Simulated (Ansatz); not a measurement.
# Work function of Pd(111): what the settings cost and change

Aim: the work function of Pd(111) against thickness and vacuum, with the cost.

Main program and level: Ansatz 0.2.0; plane-wave DFT, PBE, Ansatz PAW.

Experimental background.

“Anisotropic work function of elemental crystals” (2019, arxiv:1902.07811) quotes from earlier work for Pd (clean (111) face, a compiled value): work function (clean (111) face, a compiled value) 5.67 eV.

Report form: the programs' logs are mostly left out.

**1. The starting structure**

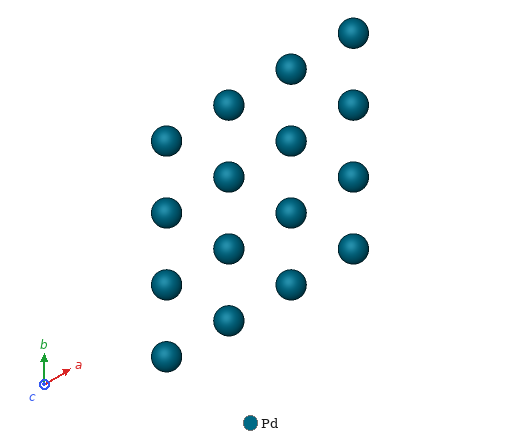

The starting structure, seen from above (palladium blue). 4×4×1 cells are drawn.

The cell holds 1 atom: 1 Pd. Cell: a = 2.751 Å, b = 2.751 Å, c = 18.000 Å, α = 90.0°, β = 90.0°, γ = 60.0°. Vacuum lies along c.

**2. Run, setting 1 layer**

A work function rests on the faint tail of the density, so the SCF threshold is tight. The slab grows from one layer, at fixed mesh and 18 Å of vacuum; then the vacuum is varied on one slab.

Contents of input.yaml:

```yaml
crystal:
  lattice:
    - [2.7506453788, 0.0, 0.0]
    - [1.3753226894, 2.3821287749, 0.0]
    - [0.0, 0.0, 18.0]
  atoms:
    - { symbol: Pd, position: [0.6666666667, 0.6666666667, 0.5] }
kpoints:
  mp_grid: { grid: [17, 17, 1] }
hamiltonian:
  xc: pbe
scf:
  occupations: { method: fermi_dirac, width: 0.1 }
  convergence: { dr2_threshold: 1.0e-09 }
efield:
  axis: 3
  dipole_correction: true
  ramp_position: 0.97
  ramp_width: 0.06
output:
  write_potential: true
  write_density: true
  volumetric_format: npy
  elf: true
```

Run with:

```console
$ ansatz run input.yaml --threads 2 --pin off --max-ram 3072MiB --backend cpu --events-out ev --progress --plain --runs-dir out
```

The job ended after 8.2 s (2 threads of Arm Neoverse N1, shared host; peak memory 0.37 GiB).

This step gave:

```yaml
energy_at_zero_smearing: -6971.6967 eV
work_function_upper_face: 5.986 eV
```

Running mean over 2.246 Å of the planar mean; the ramp of the sawtooth is left out. Electron's electrostatic potential energy less the Fermi level against z:

```tsv
z (Å)	electron's electrostatic potential energy less the Fermi level (eV)
3	5.99
4	5.99
5	5.98
6	5.93
7	5.11
8	-2.55
9	-7.66
10	-2.55
11	5.11
12	5.93
13	5.98
14	5.99
15	5.99
```

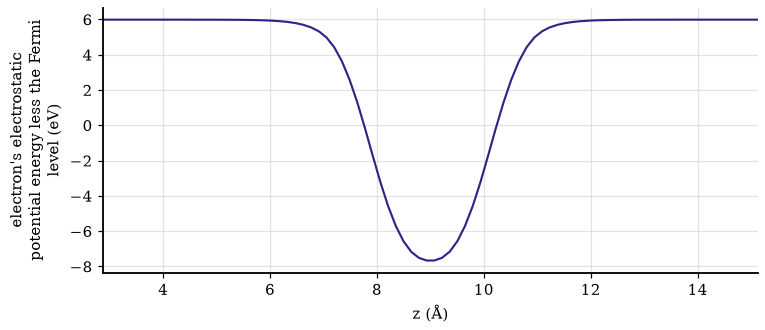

Electron's electrostatic potential energy less the Fermi level, plotted against z.

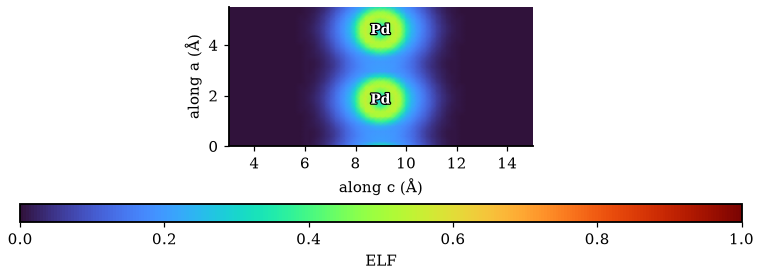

ELF in the ca plane at fractional y = 0.667, with atoms of Pd within 0.2 Å of it. It is the smooth field of the valence electrons, not physical close to the nuclei. The far vacuum is left out of the map.

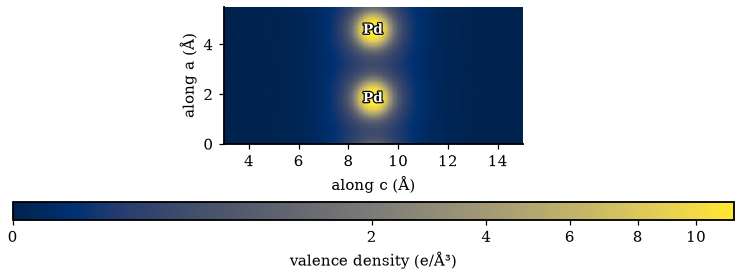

Valence density in the ca plane at fractional y = 0.667, with atoms of Pd within 0.2 Å of it. It is the smooth field of the valence electrons, not physical close to the nuclei. The colour scale is stretched toward low values. The far vacuum is left out of the map.

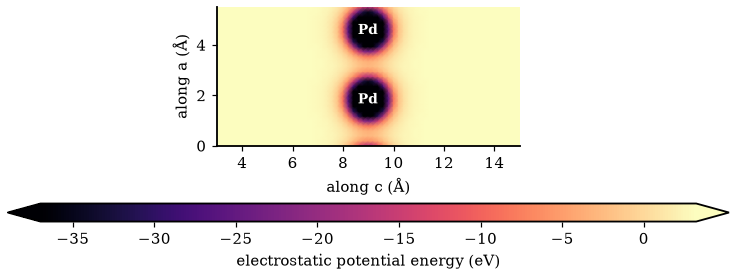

Electrostatic potential energy in the ca plane at fractional y = 0.667, with atoms of Pd within 0.2 Å of it. With pseudopotentials it is smooth inside the atoms' cores, unlike the true potential. The far vacuum is left out of the map.

The work function is 5.986 eV.

**3. Run, 2 atoms**

System of this step: Pd(111). The cell holds 2 atoms: 2 Pd. Its edges and angles: a = 2.751 Å, b = 2.751 Å, c = 20.246 Å, α = 90.0°, β = 90.0°, γ = 60.0°. Vacuum lies along c.

input.yaml, the sections that differ from step 2:

```yaml
crystal:
  lattice:
    - [2.7506453788, 0.0, 0.0]
    - [1.3753226894, 2.3821287749, 0.0]
    - [0.0, 0.0, 20.2458925471]
  atoms:
    - { symbol: Pd, position: [0.6666666667, 0.6666666667, 0.4445346126] }
    - { symbol: Pd, position: [0.0, 0.0, 0.5554653874] }
output:
  write_potential: true
  write_density: true
  volumetric_format: npy
# kpoints, hamiltonian, scf, efield: as in step 2
```

Wall time 14 s (2 threads); peak memory 0.43 GiB.

The work function is 5.226 eV, -0.760 eV from the run “1 layer”, at 1.8 times its CPU time.

**4. Slab, 3 atoms**

System of this step: Pd(111). The cell holds 3 atoms: 3 Pd. Cell: a = 2.751 Å, b = 2.751 Å, c = 22.492 Å, α = 90.0°, β = 90.0°, γ = 60.0°. Vacuum lies along c.

input.yaml, the sections that differ from step 3:

```yaml
crystal:
  lattice:
    - [2.7506453788, 0.0, 0.0]
    - [1.3753226894, 2.3821287749, 0.0]
    - [0.0, 0.0, 22.4917850943]
  atoms:
    - { symbol: Pd, position: [0.3333333333, 0.3333333333, 0.4001460961] }
    - { symbol: Pd, position: [0.6666666667, 0.6666666667, 0.5] }
    - { symbol: Pd, position: [0.0, 0.0, 0.5998539039] }
# kpoints, hamiltonian, scf, efield, output: as in step 3
```

The job ended after 22 s (2 threads; peak memory 0.44 GiB).

The work function is 5.207 eV, -0.019 eV from the run “2 layers”, at 1.6 times its CPU time.

**5. Slab, 4 atoms**

System of this step: Pd(111). The cell holds 4 atoms: 4 Pd. Its edges and angles: a = 2.751 Å, b = 2.751 Å, c = 24.738 Å, α = 90.0°, β = 90.0°, γ = 60.0°. Vacuum lies along c.

input.yaml, the sections that differ from step 4:

```yaml
crystal:
  lattice:
    - [2.7506453788, 0.0, 0.0]
    - [1.3753226894, 2.3821287749, 0.0]
    - [0.0, 0.0, 24.7376776414]
  atoms:
    - { symbol: Pd, position: [0.0, 0.0, 0.3638174986] }
    - { symbol: Pd, position: [0.3333333333, 0.3333333333, 0.4546058329] }
    - { symbol: Pd, position: [0.6666666667, 0.6666666667, 0.5453941671] }
    - { symbol: Pd, position: [0.0, 0.0, 0.6361825014] }
# kpoints, hamiltonian, scf, efield, output: as in step 4
```

It took 33 s on 2 threads; peak memory 0.49 GiB; 58 s of CPU time.

The work function is 5.221 eV, +0.014 eV from the run “3 layers”, at 1.5 times its CPU time.

**6. Run, 5 atoms**

System of this step: Pd(111). The cell holds 5 atoms: 5 Pd. Cell: a = 2.751 Å, b = 2.751 Å, c = 26.984 Å, α = 90.0°, β = 90.0°, γ = 60.0°. Vacuum lies along c.

input.yaml, the sections that differ from step 5:

```yaml
crystal:
  lattice:
    - [2.7506453788, 0.0, 0.0]
    - [1.3753226894, 2.3821287749, 0.0]
    - [0.0, 0.0, 26.9835701886]
  atoms:
    - { symbol: Pd, position: [0.6666666667, 0.6666666667, 0.333536294] }
    - { symbol: Pd, position: [0.0, 0.0, 0.416768147] }
    - { symbol: Pd, position: [0.3333333333, 0.3333333333, 0.5] }
    - { symbol: Pd, position: [0.6666666667, 0.6666666667, 0.583231853] }
    - { symbol: Pd, position: [0.0, 0.0, 0.666463706] }
# kpoints, hamiltonian, scf, efield, output: as in step 5
```

The job ended after 41 s (2 threads; peak memory 0.58 GiB; 72 s of CPU time).

The work function is 5.209 eV, -0.012 eV from the run “4 layers”, at 1.2 times its CPU time.

**7. Slab, 6 atoms**

System of this step: Pd(111). The cell holds 6 atoms: 6 Pd. Its edges and angles: a = 2.751 Å, b = 2.751 Å, c = 29.229 Å, α = 90.0°, β = 90.0°, γ = 60.0°. Vacuum lies along c.

input.yaml, the sections that differ from step 6:

```yaml
crystal:
  lattice:
    - [2.7506453788, 0.0, 0.0]
    - [1.3753226894, 2.3821287749, 0.0]
    - [0.0, 0.0, 29.2294627357]
  atoms:
    - { symbol: Pd, position: [0.3333333333, 0.3333333333, 0.3079084991] }
    - { symbol: Pd, position: [0.6666666667, 0.6666666667, 0.3847450995] }
    - { symbol: Pd, position: [0.0, 0.0, 0.4615816998] }
    - { symbol: Pd, position: [0.3333333333, 0.3333333333, 0.5384183002] }
    - { symbol: Pd, position: [0.6666666667, 0.6666666667, 0.6152549005] }
    - { symbol: Pd, position: [0.0, 0.0, 0.6920915009] }
# kpoints, hamiltonian, scf, efield, output: as in step 6
```

The job ended after 58 s (2 threads; peak memory 0.67 GiB; 1.7 min of CPU time).

The work function is 5.223 eV, +0.013 eV from the run “5 layers”, at 1.4 times its CPU time.

**8. Slab, 8 atoms**

System of this step: Pd(111). The cell holds 8 atoms: 8 Pd. Its edges and angles: a = 2.751 Å, b = 2.751 Å, c = 33.721 Å, α = 90.0°, β = 90.0°, γ = 60.0°. Vacuum lies along c.

input.yaml, the sections that differ from step 7:

```yaml
crystal:
  lattice:
    - [2.7506453788, 0.0, 0.0]
    - [1.3753226894, 2.3821287749, 0.0]
    - [0.0, 0.0, 33.72124783]
  atoms:
    - { symbol: Pd, position: [0.6666666667, 0.6666666667, 0.266894038] }
    - { symbol: Pd, position: [0.0, 0.0, 0.3334957414] }
    - { symbol: Pd, position: [0.3333333333, 0.3333333333, 0.4000974449] }
    - { symbol: Pd, position: [0.6666666667, 0.6666666667, 0.4666991483] }
    - { symbol: Pd, position: [0.0, 0.0, 0.5333008517] }
    - { symbol: Pd, position: [0.3333333333, 0.3333333333, 0.5999025551] }
    - { symbol: Pd, position: [0.6666666667, 0.6666666667, 0.6665042586] }
    - { symbol: Pd, position: [0.0, 0.0, 0.733105962] }
# kpoints, hamiltonian, scf, efield, output: as in step 7
```

It took 1.8 min on 2 threads; peak memory 0.9 GiB.

The work function is 5.224 eV, +0.002 eV from the run “6 layers”, at 1.9 times its CPU time.

**9. Run, 10 atoms**

System of this step: Pd(111). The cell holds 10 atoms: 10 Pd. Cell: a = 2.751 Å, b = 2.751 Å, c = 38.213 Å, α = 90.0°, β = 90.0°, γ = 60.0°. Vacuum lies along c.

input.yaml, the sections that differ from step 8:

```yaml
crystal:
  lattice:
    - [2.7506453788, 0.0, 0.0]
    - [1.3753226894, 2.3821287749, 0.0]
    - [0.0, 0.0, 38.2130329243]
  atoms:
    - { symbol: Pd, position: [0.0, 0.0, 0.2355217399] }
    - { symbol: Pd, position: [0.3333333333, 0.3333333333, 0.2942946866] }
    - { symbol: Pd, position: [0.6666666667, 0.6666666667, 0.3530676333] }
    - { symbol: Pd, position: [0.0, 0.0, 0.41184058] }
    - { symbol: Pd, position: [0.3333333333, 0.3333333333, 0.4706135267] }
    - { symbol: Pd, position: [0.6666666667, 0.6666666667, 0.5293864733] }
    - { symbol: Pd, position: [0.0, 0.0, 0.58815942] }
    - { symbol: Pd, position: [0.3333333333, 0.3333333333, 0.6469323667] }
    - { symbol: Pd, position: [0.6666666667, 0.6666666667, 0.7057053134] }
    - { symbol: Pd, position: [0.0, 0.0, 0.7644782601] }
# kpoints, hamiltonian, scf, efield, output: as in step 8
```

Wall time 2.8 min (2 threads); peak memory 1.2 GiB.

The work function is 5.221 eV, -0.004 eV from the run “8 layers”, at 1.6 times its CPU time.

**10. Slab, 13 atoms**

System of this step: Pd(111). The cell holds 13 atoms: 13 Pd. Its edges and angles: a = 2.751 Å, b = 2.751 Å, c = 44.951 Å, α = 90.0°, β = 90.0°, γ = 60.0°. Vacuum lies along c.

input.yaml, the sections that differ from step 9:

```yaml
crystal:
  lattice:
    - [2.7506453788, 0.0, 0.0]
    - [1.3753226894, 2.3821287749, 0.0]
    - [0.0, 0.0, 44.9507105658]
  atoms:
    - { symbol: Pd, position: [0.0, 0.0, 0.2002193044] }
    - { symbol: Pd, position: [0.3333333333, 0.3333333333, 0.2501827536] }
    - { symbol: Pd, position: [0.6666666667, 0.6666666667, 0.3001462029] }
    - { symbol: Pd, position: [0.0, 0.0, 0.3501096522] }
    - { symbol: Pd, position: [0.3333333333, 0.3333333333, 0.4000731015] }
    - { symbol: Pd, position: [0.6666666667, 0.6666666667, 0.4500365507] }
    - { symbol: Pd, position: [0.0, 0.0, 0.5] }
    - { symbol: Pd, position: [0.3333333333, 0.3333333333, 0.5499634493] }
    - { symbol: Pd, position: [0.6666666667, 0.6666666667, 0.5999268985] }
    - { symbol: Pd, position: [0.0, 0.0, 0.6498903478] }
    - { symbol: Pd, position: [0.3333333333, 0.3333333333, 0.6998537971] }
    - { symbol: Pd, position: [0.6666666667, 0.6666666667, 0.7498172464] }
    - { symbol: Pd, position: [0.0, 0.0, 0.7997806956] }
# kpoints, hamiltonian, scf, efield, output: as in step 9
```

Elapsed: 4.9 min, on 2 threads; peak memory 1.6 GiB; 8.9 min of CPU time.

The work function is 5.220 eV, -0.000 eV from the run “10 layers”, at 1.8 times its CPU time.

**11. Run, 7 atoms**

System of this step: Pd(111). The cell holds 7 atoms: 7 Pd. Its edges and angles: a = 2.751 Å, b = 2.751 Å, c = 23.475 Å, α = 90.0°, β = 90.0°, γ = 60.0°. Vacuum lies along c.

input.yaml, the sections that differ from step 10:

```yaml
crystal:
  lattice:
    - [2.7506453788, 0.0, 0.0]
    - [1.3753226894, 2.3821287749, 0.0]
    - [0.0, 0.0, 23.4753552829]
  atoms:
    - { symbol: Pd, position: [0.0, 0.0, 0.2129893218] }
    - { symbol: Pd, position: [0.3333333333, 0.3333333333, 0.3086595478] }
    - { symbol: Pd, position: [0.6666666667, 0.6666666667, 0.4043297739] }
    - { symbol: Pd, position: [0.0, 0.0, 0.5] }
    - { symbol: Pd, position: [0.3333333333, 0.3333333333, 0.5956702261] }
    - { symbol: Pd, position: [0.6666666667, 0.6666666667, 0.6913404522] }
    - { symbol: Pd, position: [0.0, 0.0, 0.7870106782] }
# kpoints, hamiltonian, scf, efield, output: as in step 10
```

The job ended after 63 s (2 threads; peak memory 0.64 GiB).

The work function is 5.217 eV. The program marks this work function as in doubt.

**12. Run, 7 atoms (run 2)**

The cell differs from the one that the last finished run ended in (c 23.475 → 27.475 Å).

input.yaml, the sections that differ from step 11:

```yaml
crystal:
  lattice:
    - [2.7506453788, 0.0, 0.0]
    - [1.3753226894, 2.3821287749, 0.0]
    - [0.0, 0.0, 27.4753552829]
  atoms:
    - { symbol: Pd, position: [0.0, 0.0, 0.2547737756] }
    - { symbol: Pd, position: [0.3333333333, 0.3333333333, 0.3365158504] }
    - { symbol: Pd, position: [0.6666666667, 0.6666666667, 0.4182579252] }
    - { symbol: Pd, position: [0.0, 0.0, 0.5] }
    - { symbol: Pd, position: [0.3333333333, 0.3333333333, 0.5817420748] }
    - { symbol: Pd, position: [0.6666666667, 0.6666666667, 0.6634841496] }
    - { symbol: Pd, position: [0.0, 0.0, 0.7452262244] }
# kpoints, hamiltonian, scf, efield, output: as in step 11
```

Elapsed: 69 s, on 2 threads; peak memory 0.71 GiB; 2 min of CPU time.

The work function is 5.220 eV, +0.003 eV from the run “7 layers, 10 Å of vacuum”, at 1.1 times its CPU time.

**13. Slab, 7 atoms**

The cell differs from the one that the last finished run ended in (c 27.475 → 39.475 Å).

input.yaml, the sections that differ from step 12:

```yaml
crystal:
  lattice:
    - [2.7506453788, 0.0, 0.0]
    - [1.3753226894, 2.3821287749, 0.0]
    - [0.0, 0.0, 39.4753552829]
  atoms:
    - { symbol: Pd, position: [0.0, 0.0, 0.329319392] }
    - { symbol: Pd, position: [0.3333333333, 0.3333333333, 0.386212928] }
    - { symbol: Pd, position: [0.6666666667, 0.6666666667, 0.443106464] }
    - { symbol: Pd, position: [0.0, 0.0, 0.5] }
    - { symbol: Pd, position: [0.3333333333, 0.3333333333, 0.556893536] }
    - { symbol: Pd, position: [0.6666666667, 0.6666666667, 0.613787072] }
    - { symbol: Pd, position: [0.0, 0.0, 0.670680608] }
# kpoints, hamiltonian, scf, efield, output: as in step 12
```

The job ended after 96 s (2 threads; peak memory 0.92 GiB; 2.8 min of CPU time).

The work function is 5.220 eV, -0.000 eV from the run “7 layers, 14 Å of vacuum”, at 1.4 times its CPU time.

**14. Side by side**

Times are for 2 threads of Arm Neoverse N1, shared host. Results by setting:

```tsv
no.	setting	work function, upper face (eV)	time	memory (GiB)
1	1 layer	5.986	8.2 s	0.37
2	2 layers	5.226	14 s	0.43
3	3 layers	5.207	22 s	0.44
4	4 layers	5.221	33 s	0.49
5	5 layers	5.209	41 s	0.58
6	6 layers	5.223	58 s	0.67
7	8 layers	5.224	1.8 min	0.9
8	10 layers	5.221	2.8 min	1.2
9	13 layers	5.220	4.9 min	1.6
10	7 layers, 10 Å of vacuum	5.217	63 s	0.64
11	7 layers, 14 Å of vacuum	5.220	69 s	0.71
12	7 layers, 26 Å of vacuum	5.220	96 s	0.92
```

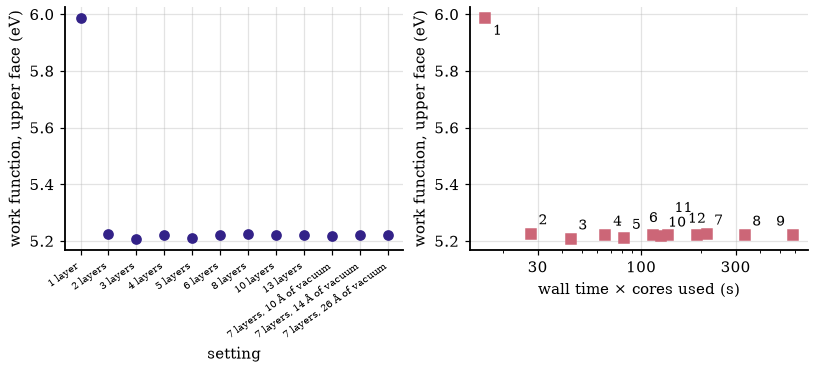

The series as plots; the last panel sets the first result against cost, with the runs numbered as in the table.

**15. The same run with other settings**

System of this step: Pd(111) monolayer. The cell holds 1 atom: 1 Pd. Its edges and angles: a = 2.751 Å, b = 2.751 Å, c = 18.000 Å, α = 90.0°, β = 90.0°, γ = 60.0°. Vacuum lies along c.

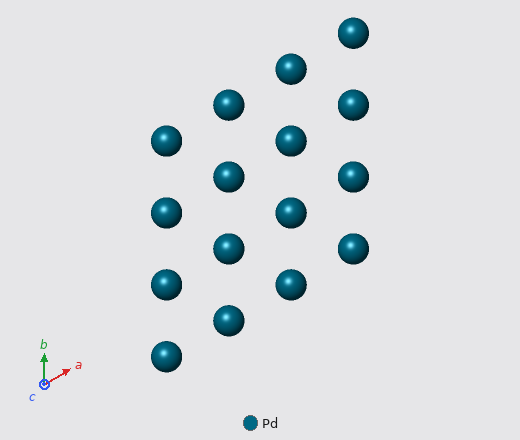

The cell of this step (palladium blue). 4×4×1 cells are drawn.

An input spoilt on purpose, to show how the run answers: it repeats the earlier run “1 layer” with efield.axis from 3 to 0, and scf.max_iter set to 80; its output block differs too.

input.yaml, the sections that differ from step 13:

```yaml
crystal:
  lattice:
    - [2.7506453788, 0.0, 0.0]
    - [1.3753226894, 2.3821287749, 0.0]
    - [0.0, 0.0, 18.0]
  atoms:
    - { symbol: Pd, position: [0.6666666667, 0.6666666667, 0.5] }
scf:
  occupations: { method: fermi_dirac, width: 0.1 }
  convergence: { dr2_threshold: 1.0e-09 }
  max_iter: 80
efield:
  axis: 0
  dipole_correction: true
  ramp_position: 0.97
  ramp_width: 0.06
# kpoints, hamiltonian, output: as in step 13
```

It took 0.05 s on 2 threads; peak memory 0.06 GiB.

The input was rejected at the start.

The program's message: “Error: invalid value for `efield.axis`: must be in [1, 3]; got 0”

The fault put into the input: an axis of 0, outside the range 1 to 3.

**16. Results**

- work function, 1 layer: 5.986 eV
- work function, 3 layers: 5.207 eV
- work function, 6 layers: 5.223 eV
- work function, 13 layers: 5.220 eV

**Reading.** The thickest slab gives 5.22 eV, and the settings tried spread the value from 5.21 to 5.99 eV. At 18 Å of vacuum, the slabs from 2 layers on stay within 0.02 eV of the thickest. Going from 10 to 26 Å of vacuum moves it by 0.003 eV. The program marks the value as in doubt in “7 layers, 10 Å of vacuum”. The ladder's slabs use the tabulated experimental lattice constant (two decimals; a low-temperature value for the alkali metals). The main runs have no spin polarisation; a magnetic state could lie lower and would change these results. In 1 run of the series (7 layers, 10 Å of vacuum) the program warns that electrons reach the sawtooth's ramp, which makes dipole and work function less sure.

Computed beside measured:

```
                                               quantity  measured        13 layers
work function (clean (111) face, a compiled value) (eV)      5.67  5.22 (-0.45 eV)
```

Measured values from arxiv:1902.07811 (2019).

How well it matches: The work function is off by -0.45 eV: a clear miss. The grades are ours: good and fair within 3 and 7 % for the work function. No cell relaxation is part of this session.

[Logs are printed without paths, hosts, clocks, repeated set-up lines and the standing remarks that a program may print on its own settings, such as how far it seeks lower states.]

[Hosts, paths, dates, database ids (printed as entryN), source tags and the programs' standing remarks are cut or masked in the printed files.]

[Maps of the electrostatic potential energy from Ansatz leave out the sawtooth potential of an applied field or a dipole correction, so their vacuum need not be flat; planar profiles and work functions include it.]
